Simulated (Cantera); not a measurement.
Feed: 1 mol SiH2Cl2, 0.31 mol Cl2, 5.3 mol N2, equilibrated at 0.500 bar.

Equilibrium computed with Cantera from the NASA thermochemical tables; the gas is ideal and each condensed phase is pure. Candidate condensed phases: NH4Cl, Si, Si3N4; 28 gas species. N2 is the only nitrogen source here; it is nearly inert below about 1500 K, so the nitride shown seldom forms there in practice. The tables' values for SiCl3 are old estimates; treat these amounts as uncertain. Kinetics and transport are ignored.

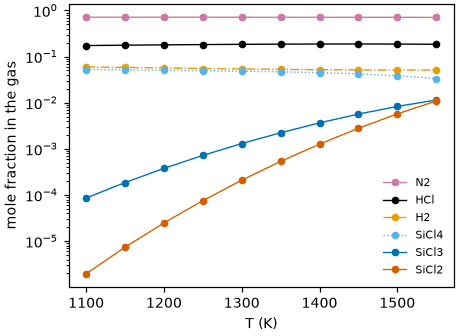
Figure: Equilibrium gas composition (values under 1e-9 drawn at 1e-9)

Problem. Read off the mole fractions at 1300 K.

Solution. N2 about 0.71, HCl about 0.18, H2 about 0.054, SiCl4 about 0.048, SiCl3 about 0.0013, SiCl2 about 0.00021.
